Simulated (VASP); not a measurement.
Band structure of Mg3Sb2 (a-la2o3). Level of theory: SCAN meta-GGA, VASP's PBE PAW potentials (set 64) (plane waves; VASP).

Unless said otherwise, spin-orbit coupling is left out, though it shifts the bands of the heavy elements here.

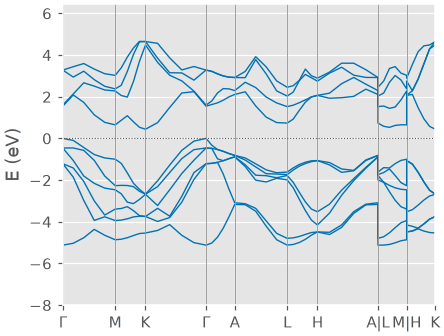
Fig. 1. Bands along high-symmetry lines, zero at the valence-band maximum or, without a gap, the Fermi level

**Question.** Read the plot: is there a gap, and where are the band edges?

**Answer.** The gap is indirect, 0.44 eV, from the valence maximum at Γ to the conduction minimum at K.

The compound is Mg3Sb2 in the a-la2o3 structure. It was relaxed first.
